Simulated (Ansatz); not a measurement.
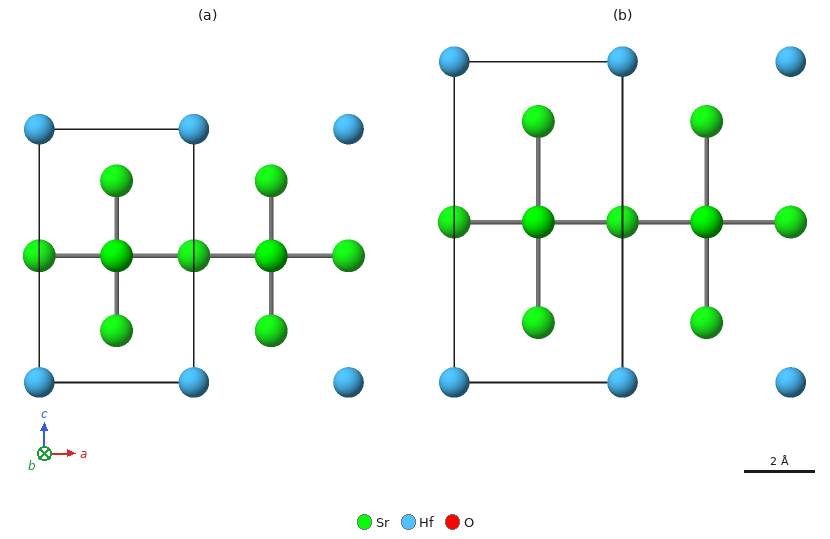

The structure of crystalline Sr₄HfO (a generated structure, set up in P4/mmm) (coarse preliminary run) before (left) and after (right) a relaxation, at one scale.

A ball-and-stick model of the cell of the calculation, repeated 2 × 1 × 1 with one cell outlined, seen along the b axis.

Level of theory: Ansatz 0.2.0, DFT PBE, scalar-relativistic, plane waves, PAW. Set-up: plane-wave cutoff 420 eV; k-point mesh 4 × 4 × 4; occupations gaussian; smearing width 0.1 eV; no spin polarisation; cell and atoms relaxed; force threshold 0.04 eV/Å; at most 70 steps.

### Summarise the run.

After 9 accepted moves (11 points after the start) the energy has fallen by 642 meV per atom. The largest force component goes from 3.9 to 0.028 eV/Å. The pressure goes from 22.73 to −0.01 GPa. The SCF was repeated twice at an unchanged geometry on a basis and grid sized afresh for the cell, which shifted the energy by 32.6 meV per atom at most. The largest moves relative to the cell, 0.16 Å, are those of Sr atoms. Hf and O stay in place. The drawn cell changes as follows: a = b 4.453 → 4.845 Å (+8.8 %), c 7.294 → 9.239 Å (+26.7 %); the volume changes by +50.0 %. Some distances before and after: O–Sr 2.159 → 2.897 Å, Sr–Sr 3.101 → 3.776 Å, Sr–Sr 2.977 → 3.446 Å, Hf–Sr 3.483 → 3.835 Å. The space group stays P4/mmm (No. 123). Cost: 2.8 min on 1 thread of Intel(R) Xeon(R) Processor @ 2.70GHz, on a shared host, peak memory 0.54 GiB.
